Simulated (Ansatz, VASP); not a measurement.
**GaAs in two plane-wave programs**

Wanted: the spread between two codes on one cell, functional and k mesh.

Main program and level: Ansatz 0.2.0; plane waves, with VASP 6.6.1 beside it; single point at PBE and single point at r2SCAN.

## 1. Starting point

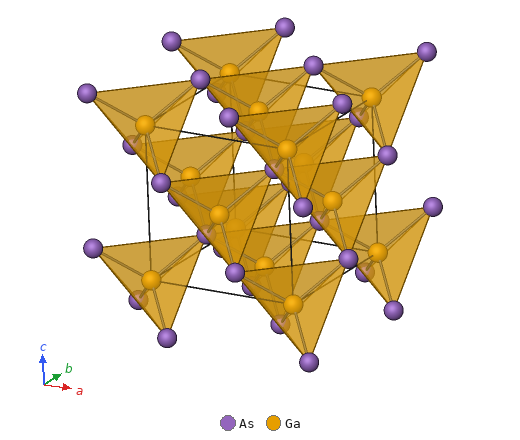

Start, viewed slightly off an axis; arsenic purple, gallium orange. This picture shows the conventional cell, with its axes. Some periodic images of atoms are drawn too.

Structure file:

```xyz
2
Lattice="0.0000 2.8268 2.8268 2.8268 0.0000 2.8268 2.8268 2.8268 0.0000" Properties=species:S:1:pos:R:3 pbc="T T T"
As    4.2403    4.2403    4.2403
Ga    0.0000    0.0000    0.0000
```

## 2. VASP: single point, PBE

With cell and atoms fixed, the geometry can't cause a difference; cores, projectors, grids and the points listed under the comparison can.

Lines of VASP's logs that name or quote its potential files are left out, and so is its time.

INCAR reads:

```
SYSTEM = GaAs
PREC = Accurate
ENCUT = 400
EDIFF = 1E-07
NELM = 100
ISMEAR = 0
SIGMA = 0.05
LREAL = .FALSE.
ALGO = Normal
GGA = PE
NBANDS = 15
LORBIT = 11
LWAVE = .FALSE.
LCHARG = .FALSE.
KPAR = 4
```

POSCAR reads:

```
GaAs
1.0
    0.0000000000      2.8268500000      2.8268500000
    2.8268500000      0.0000000000      2.8268500000
    2.8268500000      2.8268500000      0.0000000000
As Ga
1 1
Direct
    0.7500000000      0.7500000000      0.7500000000
    0.0000000000      0.0000000000      0.0000000000
```

KPOINTS reads:

```
Automatic mesh
0
Gamma
7 7 7
0 0 0
```

PAW data sets: As and Ga_d (PBE family, release 64).

On the command line:

```bash
$ mpirun -np 4 vasp_std
```

Numbers of over 12 decimals in the logs are rounded to 6 here.

What it wrote:

```text
[banner, memory and clock lines left out]
running    4 mpi-ranks, on    1 nodes
 distrk:  each k-point on    1 cores,    4 groups
 distr:  one band on    1 cores,    1 groups

 POSCAR found type information on POSCAR AsGa
 POSCAR found :  2 types and       2 ions
 LDA part: xc-table for (Slater+PW92), standard interpolation
 POSCAR, INCAR and KPOINTS ok, starting setup
 FFT: planning ... GRIDC
 FFT: planning ... GRID_SOFT
 FFT: planning ... GRID
 WAVECAR not read
 entering main loop
       N       E                     dE             d eps       ncg     rms          rms(c)
DAV:   1     0.804752177144E+02    0.80475E+02   -0.80875E+03   600   0.144E+03
DAV:   2    -0.234686075199E+01   -0.82822E+02   -0.79728E+02   677   0.300E+02
DAV:   3    -0.831392052565E+01   -0.59671E+01   -0.59512E+01   740   0.657E+01
DAV:   4    -0.840031718374E+01   -0.86397E-01   -0.86388E-01   677   0.910E+00
DAV:   5    -0.840160932059E+01   -0.12921E-02   -0.12921E-02   796   0.101E+00    0.291E+00
DAV:   6    -0.825537214547E+01    0.14624E+00   -0.22488E-01   893   0.834E+00    0.175E+00
DAV:   7    -0.823568026018E+01    0.19692E-01   -0.65838E-02   757   0.193E+00    0.566E-01
DAV:   8    -0.823653301112E+01   -0.85275E-03   -0.10552E-02   712   0.123E+00    0.106E-01
DAV:   9    -0.823692264425E+01   -0.38963E-03   -0.97091E-04   684   0.385E-01    0.509E-02
DAV:  10    -0.823698991554E+01   -0.67271E-04   -0.72953E-05   779   0.924E-02    0.276E-02
DAV:  11    -0.823704104908E+01   -0.51134E-04   -0.72984E-05   649   0.672E-02    0.294E-03
DAV:  12    -0.823704137498E+01   -0.32591E-06   -0.12628E-06   761   0.165E-02    0.134E-03
DAV:  13    -0.823704168622E+01   -0.31123E-06   -0.49655E-07   719   0.486E-03    0.627E-04
DAV:  14    -0.823704167525E+01    0.10963E-07   -0.72163E-09   517   0.966E-04
   1 F= -.82370417E+01 E0= -.82370417E+01  d E =-.604306E-12
```

Parts of OUTCAR (step 2):

```text
ion  position               nearest neighbor table
   1  0.750  0.750  0.750-   2 2.45   2 2.45   2 2.45   2 2.45
   2  0.000  0.000  0.000-   1 2.45   1 2.45   1 2.45   1 2.45

  LATTYP: Found a face centered cubic cell.
 ALAT       =     5.6537000000

 Subroutine GETGRP returns: Found 24 space group operations
 (whereof 24 operations were pure point group operations)

The static configuration has the point symmetry T_d .

 Found     20 irreducible k-points:

   k-points           NKPTS =     20   k-points in BZ     NKDIM =     20   number of bands    NBANDS=     15

   dimension x,y,z NGX =    28 NGY =   28 NGZ =   28
   dimension x,y,z NGXF=    56 NGYF=   56 NGZF=   56

   ENCUT  =  400.0 eV  29.40 Ry    5.42 a.u.   6.52  6.52  6.52*2*pi/ulx,y,z

   NELECT =      18.0000    total number of electrons

 k-points in reciprocal lattice and weights: Automatic mesh
   0.00000000  0.00000000  0.00000000       0.003
   0.14285714  0.00000000  0.00000000       0.023
   0.28571429  0.00000000  0.00000000       0.023
   0.42857143  0.00000000  0.00000000       0.023
   0.14285714  0.14285714  0.00000000       0.017
   0.28571429  0.14285714  0.00000000       0.070
   0.42857143  0.14285714  0.00000000       0.070
  -0.42857143  0.14285714  0.00000000       0.070
  -0.28571429  0.14285714  0.00000000       0.070
[...]
-0.42857143  0.42857143  0.14285714       0.070
  -0.28571429  0.42857143  0.14285714       0.070

 average (electrostatic) potential at core
       1 -50.3205       2 -66.3917

 E-fermi :   4.1590

 k-point     1 :       0.0000    0.0000    0.0000
  band No.  band energies     occupation
    ...
      5     -10.7987      2.00000
      6      -8.7919      2.00000
      7       3.9363      2.00000
      8       3.9363      2.00000
      9       3.9363      2.00000
     10       4.4524      0.00000
     11       7.6579      0.00000
     12       7.6579      0.00000
     13       7.6579      0.00000
     14      11.5203      0.00000
    ...

 k-point     2 :       0.1429    0.0000    0.0000
  band No.  band energies     occupation
    ...
      5     -10.7985      2.00000
      6      -8.5545      2.00000
      7       1.6497      2.00000
      8       3.6395      2.00000
      9       3.6395      2.00000
     10       5.5614      0.00000
     11       8.0910      0.00000
     12       8.0910      0.00000
     13       8.3159      0.00000
     14      12.6550      0.00000
    ...

 k-point     3 :       0.2857    0.0000    0.0000
  band No.  band energies     occupation
    ...
      5     -10.7976      2.00000
      6      -7.9096      2.00000
      7      -0.7659      2.00000
      8       3.1416      2.00000
      9       3.1416      2.00000
     10       5.2763      0.00000
     11       8.5930      0.00000
     12       8.5931      0.00000
     13      10.4731      0.00000
     14      12.7641      0.00000
    ...

  Total        0.9229713      0.9229713      0.9229713      0.0000000      0.0000000     -0.0000000
  in kB       32.7310927     32.7310927     32.7310927      0.0000000      0.0000000     -0.0000000
  external PRESSURE =      32.7310927 kB  Pullay stress =       0.0000000 kB

  energy-cutoff  :      400.00
  volume of cell :       45.18
      direct lattice vectors                 reciprocal lattice vectors
     0.000000000  2.826850000  2.826850000    -0.176875321  0.176875321  0.176875321
     2.826850000  0.000000000  2.826850000     0.176875321 -0.176875321  0.176875321
     2.826850000  2.826850000  0.000000000     0.176875321  0.176875321 -0.176875321

 POSITION                                       TOTAL-FORCE (eV/Angst)
 -----------------------------------------------------------------------------------
      4.24027      4.24027      4.24027        -0.000000     -0.000000     -0.000000
      0.00000      0.00000      0.00000         0.000000      0.000000      0.000000
 -----------------------------------------------------------------------------------
    total drift:                               -0.000003     -0.000003     -0.000002

  FREE ENERGIE OF THE ION-ELECTRON SYSTEM (eV)
  ---------------------------------------------------
  free  energy   TOTEN  =        -8.2370416753 eV

  energy  without entropy=       -8.2370416753  energy(sigma->0) =       -8.23704168

 total charge
# of ion       s       p       d       tot
------------------------------------------
    1        1.208   1.602   0.031   2.841
    2        0.881   0.804   9.994  11.679
--------------------------------------------------
tot          2.089   2.405  10.026  14.520

[... 3 further parts left out ...]
```

The run ends at a pressure of 3.27 GPa.

## 3. Ansatz: single point, PBE

Ansatz runs on its default PAW (the set named soft_2) files.

The same cell, functional, mesh and smearing now go to Ansatz, which takes its cutoff from its data sets.

input.yaml reads:

```yaml
crystal:
  lattice:
    - [0.0, 2.82685, 2.82685]
    - [2.82685, 0.0, 2.82685]
    - [2.82685, 2.82685, 0.0]
  atoms:
    - { symbol: As, position: [0.75, 0.75, 0.75] }
    - { symbol: Ga, position: [0.0, 0.0, 0.0] }
hamiltonian:
  xc: pbe
  pseudopotentials: { kind: paw }
kpoints:
  mp_grid: { grid: [7, 7, 7] }
scf:
  occupations: { method: gaussian, width: 0.05 }
  n_extra_bands: 4
output:
  forces: true
  stress: true
  eigenvalues: true
```

On the command line:

```bash
$ ansatz run input.yaml --threads 2 --pin off --max-ram 4608MiB --backend cpu --events-out ev --progress --plain --runs-dir out
```

What it wrote:

```text
scf.n_extra_bands = 4 over 14 filled bands (N_el = 28.0): the run solves 18 bands
Engine: ansatz 0.2.0, aarch64-unknown-linux-gnu
Pseudopotentials: kind: paw
Pseudopotential: As, paw, valence charge 15, recommended cutoff 420 eV (normal), As.paw.azcp
Pseudopotential: Ga, paw, valence charge 13, recommended cutoff 420 eV (normal), Ga.paw.azcp
Functional definition: PBE
  parameter kappa = 0.804
  parameter beta = 0.066725
  exchange = pbe_x(kappa = kappa, mu = beta*pi^2/3)
  correlation = pbe_c(beta = beta)
Crystal: 2 atoms, lattice volume = 45.179 Å³
Basis set: ecut = 420 eV, 893 PW (Γ), exchange–correlation on 54×54×54 points (8 copies of the dense FFT grid, shifted against one another)
Bands: 18, of which v1, the nominal top of the filled ones, is band 14 counted from 1 (13 counted from 0)
Symmetry: 24 space group operations
Space group: F-43m (ITA 216), of the structure as read, at distance tolerance 3.6e-5 Å
k-points: 20 of 343 (time reversal used)
Non-local potential: As, projectors of the file, l = 0: 2, l = 1: 2, l = 2: 3, l = 3: 1
Non-local potential: Ga, projectors of the file, l = 0: 2, l = 1: 2, l = 2: 3, l = 3: 1
PAW form: soft (Blöchl's): semilocal exchange-correlation on the pseudo side does not see the compensation charge
PAW one-centre angular grid: As, 590 points (default); XC on 64 Gauss nodes
PAW one-centre angular grid: Ga, 590 points (default); XC on 64 Gauss nodes
Initial density: superposition of atomic densities (neutral atoms: chi_scale 0, normalization atom), corrected by the library's trained network
Initial wavefunctions: pseudopotential atomic-orbital guess
Functional: x = pbe(κ = 0.804, μ = 0.219515), c = pbe(β = 0.066725)
SCF iter   1: F=—  HF=-8639.829230 eV  |F-HF|=—  |Δ(HF+E_count)|=         —  Δρ=1.65e-3  dr2=2.05e-3  ethr=1.77e-3  ⟨swp⟩=5.9  Hψ=1728  notcnv=0
preconditioner: auto → none  [insulator: Δε(μ)=0.507 eV  Ē_g=15.484 eV  σ=0.050 eV  W_gap=1.00  n_scr=14 (ndim 8)  ℏωp=23.4 eV  f_vac=0.086  D(μ)=0.00/eV (n_scr^D=0)  ε∞_Penn≈3.3]
SCF iter   2: F=—  HF=-8639.828294 eV  |F-HF|=—  |Δ(HF+E_count)|=   9.36e-4  Δρ=8.10e-4  dr2=2.80e-4  ethr=7.33e-6  ⟨swp⟩=2.0  Hψ=702  notcnv=0
SCF iter   3: F=—  HF=-8639.828213 eV  |F-HF|=—  |Δ(HF+E_count)|=   8.06e-5  Δρ=2.48e-4  dr2=3.42e-5  ethr=1.00e-6  ⟨swp⟩=2.0  Hψ=540  notcnv=0
SCF iter   4: F=—  HF=-8639.828234 eV  |F-HF|=—  |Δ(HF+E_count)|=   2.07e-5  Δρ=1.21e-4  dr2=8.82e-6  ethr=1.22e-7  ⟨swp⟩=3.0  Hψ=560  notcnv=0
SCF iter   5: F=—  HF=-8639.828241 eV  |F-HF|=—  |Δ(HF+E_count)|=   6.73e-6  Δρ=3.23e-5  dr2=5.09e-7  ethr=3.15e-8  ⟨swp⟩=2.0  Hψ=440  notcnv=0
SCF iter   6: F=-8639.828241 eV  HF=-8639.828241 eV  |F-HF|=6.44e-9  |Δ(HF+E_count)|=   4.78e-7  Δρ=3.62e-6  dr2=9.59e-9  ethr=3.57e-10  ⟨swp⟩=5.2  Hψ=1626  notcnv=0
SCF 1 converged in 6 iterations: F = -8639.828241 eV  dr2 = 9.59e-9
  greatest PAW one-centre occupation: 0.999 electrons in one spin orbital (limit 2), on the As atom at site 0 (counted from 0), in its partial waves of l = 2
SCF converged after 6 iterations
Free energy (F): -8639.828241 eV
Harris-Foulkes:  -8639.828241 eV  (|F-HF|=6.44e-9)
Internal energy: -8639.828241 eV  (E = F + TS)
E sigma→0 (E₀):  -8639.828241 eV
Fermi energy:    8.446487 eV
--- Per-component energies (eV) ---
  E_band       = -311.884944
  E_kinetic    = 219.505410
  E_local      = -3915.593955  (includes V_loc(G=0)·N_el)
  E_nonlocal   = -245.751365
  E_hartree    = 1973.546854
  E_xc         = -148.491835
  E_vxc        = -137.527395  (∫ρ·V_xc dr)
  E_paw        = -3824.315426  (= ΣΔE_a)
  E_vpaw       = -179.613844  (= ΣTr[D̂ρ^β])
  E_aug_tail   = -0.000138  (compensation charges beyond the density's cutoff)
  E_ewald      = -2698.727786
  E_smearing   = -0.000000  (= −TS)
  E_closure    = -0.000000  (closes the sum)
  Σ components = -8639.828241   (vs F -8639.828241, Δ=0.00e0)
--- Forces (eV/Å), atoms counted from 1 ---
  atom   1  As     0.00000000    -0.00000000     0.00000000
  atom   2  Ga    -0.00000000     0.00000000     0.00000000
  max |Σ_I F_I| component: 2.20e-16 eV/Å
--- Stress (GPa, compression-positive) ---
        3.260195      -0.000000       0.000000
        0.000000       3.260195       0.000000
        0.000000       0.000000       3.260195
  P = ⅓ Tr σ = 3.2602 GPa (32.602 kbar)
--- Band table (eV; the first three rows and the last of 20) ---
  k-point 0: bands = [... 10 lower, -4.5413, 8.1864, 8.1864, 8.1864, 8.7013, 11.9238, 11.9238, 11.9238]
  k-point 1: bands = [... 10 lower, -4.3038, 5.9025, 7.8906, 7.8906, 9.8150, 12.3563, 12.3563, 12.5738]
  k-point 2: bands = [... 10 lower, -3.6592, 3.4901, 7.3937, 7.3937, 9.5335, 12.8585, 12.8585, 14.7255]
  k-point 19: bands = [... 10 lower, -2.0631, 1.6117, 4.3823, 5.4190, 11.4985, 13.4050, 14.2026, 14.8819]
```

Elapsed: 1.1 s, on 2 threads of Arm Neoverse V2, shared host; peak memory 0.3 GiB; 1.9 s of CPU time.

Reading the cycles: dr2 is the Hartree energy of the density residual (eV), the measure of convergence; HF is the Harris–Foulkes estimate of the energy, which meets the free energy F at convergence.

The run ends at a pressure of 3.26 GPa.

## 4. Comparison

Known differences besides the PAW data sets themselves: the data sets hold 28 valence electrons in Ansatz (default PAW (the set named soft_2) files) and 18 in VASP; the cutoff is 420 eV in Ansatz and 400 eV in VASP; VASP leaves aspherical gradient terms in its spheres out (LASPH is not set), Ansatz keeps them. Total energies have different zeros and are not compared.

Compared:

```csv
quantity,Ansatz,VASP,difference
pressure (GPa),3.26,3.27,-0.01
gap on the k mesh (eV),0.515,0.516,-0.001
```

Ansatz's pressure holds a Pulay correction of 0.03 GPa; VASP's holds none.

## 5. Ansatz: single point, r2SCAN

A single point gives forces, pressure and levels at one fixed geometry, so differences don't come from the geometry; what else differs is listed under the comparison.

input.yaml, the sections that differ from step 3:

```yaml
hamiltonian:
  xc: r2scan
  pseudopotentials: { kind: paw }
kpoints:
  mp_grid: { grid: [11, 11, 11] }
output:
  forces: true
  stress: true
  eigenvalues: true
  write_density: true
  write_potential: true
  elf: true
  volumetric_format: npy
# crystal, scf: as in step 3
```

What it wrote:

```text
[...]
Crystal: 2 atoms, lattice volume = 45.179 Å³
Basis set: ecut = 500 eV, 1139 PW (Γ), exchange–correlation on 120×120×120 points (64 copies of the dense FFT grid, shifted against one another)
Bands: 18, of which v1, the nominal top of the filled ones, is band 14 counted from 1 (13 counted from 0)
[... 1 set-up line as in the run before ...]
[...]
--- Band table (eV; the first three rows and the last of 56) ---
  k-point 0: bands = [... 10 lower, -5.2719, 7.9366, 7.9366, 7.9366, 8.9525, 11.9871, 11.9871, 11.9871]
  k-point 1: bands = [... 10 lower, -5.1691, 6.6686, 7.7998, 7.7998, 9.7521, 12.1927, 12.1927, 12.2172]
  k-point 2: bands = [... 10 lower, -4.8721, 4.9643, 7.4882, 7.4882, 9.9461, 12.6296, 12.6296, 13.2753]
  k-point 55: bands = [... 10 lower, -2.6239, 1.1738, 4.1247, 4.8043, 12.1624, 13.3577, 14.1309, 14.7979]
[key lines of the parts left out:]
SCF converged after 7 iterations
Free energy (F): -8655.757228 eV
Fermi energy:    8.445862 eV
P = ⅓ Tr σ = 0.5124 GPa (5.124 kbar)
```

It took 6.5 s on 2 threads; peak memory 0.48 GiB.

The run ends at a pressure of 0.51 GPa.

## 6. VASP: single point, r2SCAN

The same cell, functional, mesh and smearing now go to VASP, with its own data sets and cutoff.

INCAR reads:

```
SYSTEM = GaAs
PREC = Accurate
ENCUT = 400
EDIFF = 1E-07
NELM = 100
ISMEAR = 0
SIGMA = 0.05
LREAL = .FALSE.
ALGO = Normal
METAGGA = R2SCAN
LASPH = .TRUE.
NBANDS = 32
LWAVE = .FALSE.
LCHARG = .FALSE.
KPAR = 4
LOPTICS = .TRUE.
NEDOS = 2000
CSHIFT = 0.15
```

POSCAR is that of step 2.

KPOINTS reads:

```
Automatic mesh
0
Gamma
11 11 11
0 0 0
```

On the command line:

```bash
$ mpirun -np 4 vasp_std
```

What it wrote:

```text
[banner, memory and clock lines left out]
running    4 mpi-ranks, on    1 nodes
[...]
|                                                                             |
|               ----> ADVICE to this user running VASP <----                  |
|                                                                             |
|     You enforced a specific xc type in the INCAR file but a different       |
|     [... a line on the potential file left out ...]
|     I HOPE YOU KNOW WHAT YOU ARE DOING!                                     |
|                                                                             |

 LDA part: xc-table for (None), standard interpolation
 POSCAR, INCAR and KPOINTS ok, starting setup
[...]
entering main loop
       N       E                     dE             d eps       ncg     rms          rms(c)
DAV:   1     0.998170081078E+02    0.99817E+02   -0.62675E+03  4584   0.691E+02
DAV:   2    -0.158334998511E+02   -0.11565E+03   -0.10343E+03  3776   0.253E+02
DAV:   3    -0.288807454791E+02   -0.13047E+02   -0.12908E+02  4312   0.500E+01
DAV:   4    -0.291325707291E+02   -0.25183E+00   -0.25174E+00  4176   0.736E+00
[...]
DAV:  13    -0.270536451928E+02   -0.19362E-05   -0.98152E-08  3984   0.167E-03    0.767E-04
DAV:  14    -0.270536453101E+02   -0.11732E-06   -0.22875E-08  2640   0.222E-03    0.326E-04
DAV:  15    -0.270536453370E+02   -0.26825E-07   -0.13568E-08  2416   0.153E-03
   1 F= -.27053645E+02 E0= -.27053645E+02  d E =-.181130E-10
 optical routines
 imaginary and real dielectric function
 direction            1
 direction            2
 direction            3
```

OUTCAR, selected parts (step 6):

```text
  Total        0.1136679      0.1136679      0.1136679      0.0000000      0.0000000      0.0000000
  in kB        4.0309757      4.0309757      4.0309757      0.0000000      0.0000000      0.0000000
  external PRESSURE =       4.0309757 kB  Pullay stress =       0.0000000 kB

 POSITION                                       TOTAL-FORCE (eV/Angst)
 -----------------------------------------------------------------------------------
      4.24027      4.24027      4.24027        -0.000000     -0.000000     -0.000000
      0.00000      0.00000      0.00000         0.000000      0.000000      0.000000
 -----------------------------------------------------------------------------------
    total drift:                                0.000013      0.000013      0.000013

  FREE ENERGIE OF THE ION-ELECTRON SYSTEM (eV)
  ---------------------------------------------------
  free  energy   TOTEN  =       -27.0536453370 eV

  energy  without entropy=      -27.0536453369  energy(sigma->0) =      -27.05364534

[... 1 part as in an earlier step ...]

[... 2 further parts left out ...]
[key lines of the parts left out:]
E-fermi :   3.8717
```

## 7. Side by side

What differs besides the data sets and the points named for the pairs above, as far as they apply: VASP keeps PBE cores, Ansatz makes them for the functional; the cutoff is 500 eV in Ansatz and 400 eV in VASP. Total energies have different zeros and are not compared.

Both answers:

| quantity | Ansatz | VASP | difference |
| --- | --- | --- | --- |
| pressure (GPa) | 0.51 | 0.40 | +0.11 |
| gap on the k mesh (eV) | 1.016 | 0.996 | +0.020 |

Ansatz's pressure holds a Pulay correction of 0.04 GPa; VASP's holds none.

## 8. What came out

```
difference in gap on the k mesh (single point, PBE)    : -0.0012 eV
difference in gap on the k mesh (single point, r2SCAN) : 0.020 eV
```

**Reading.** The difference in gap on the k mesh is 0.020 eV (single point, r2SCAN), within the 0.08 eV picked in this series as the mark of a large difference. 3 further runs on this material are not shown. How closely two codes agree says nothing of how well the functional describes the real material.

[Lines on the potential files, build, host, timing and source positions are cut from VASP's logs without a mark.]

[Logs are printed without paths, hosts, clocks, repeated set-up lines and the standing remarks that a program may print on its own settings, such as how far it seeks lower states.]

[Hosts, paths, dates, database ids (printed as entryN), source tags and the programs' standing remarks are cut or masked in the printed files.]
